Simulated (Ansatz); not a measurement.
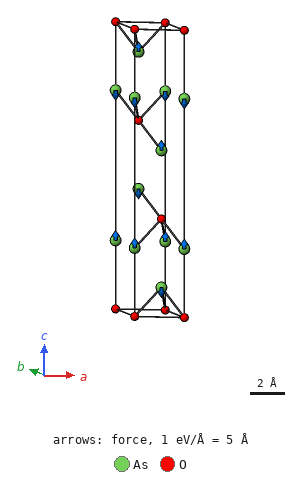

Starting geometry of a crystal of As$_{2}$O (built on the cadmium chloride_166 type) with the computed forces as blue arrows. The picture is a ball-and-stick view of the conventional cell (3 times the calculation's cell), seen slightly off an axis. Lengths and directions refer to the drawn axes.

Case: anti-cadmium chloride type (R-3m, No. 166).

All numbers below come from Ansatz, DFT PBE, scalar-relativistic, plane waves, PAW. Settings: plane-wave cutoff 420 eV; k-point mesh 18 × 18 × 18; occupations gaussian; smearing width 0.1 eV; no spin polarisation; cell and atoms relaxed; force threshold 0.01 eV/Å; at most 80 steps.

What follows when this structure is relaxed?

Answer. It isn't relaxed: the largest force vector, on As atoms, is 0.13 eV/Å. The atoms end up moving mostly along the starting forces (cosine between the two patterns 1.00). The largest moves relative to the cell, 0.037 Å, are those of As atoms. O stays in place. The volume changes by +0.5 %, with a = b 2.970 → 2.940 Å (−1.0 %), c 17.260 → 17.695 Å (+2.5 %). Some distances before and after: As–O 2.370 → 2.361 Å. The space group stays R-3m (No. 166). The energy falls by 3.4 meV per atom in 5 accepted moves (7 points after the start). Largest force component: 0.13 eV/Å at the start, 0.001 eV/Å at the end. The pressure goes from −0.02 to 0.01 GPa. At 2 points the geometry stayed and the basis and grid were re-selected for the new cell (energy shift of 0.2 meV per atom at most each time).
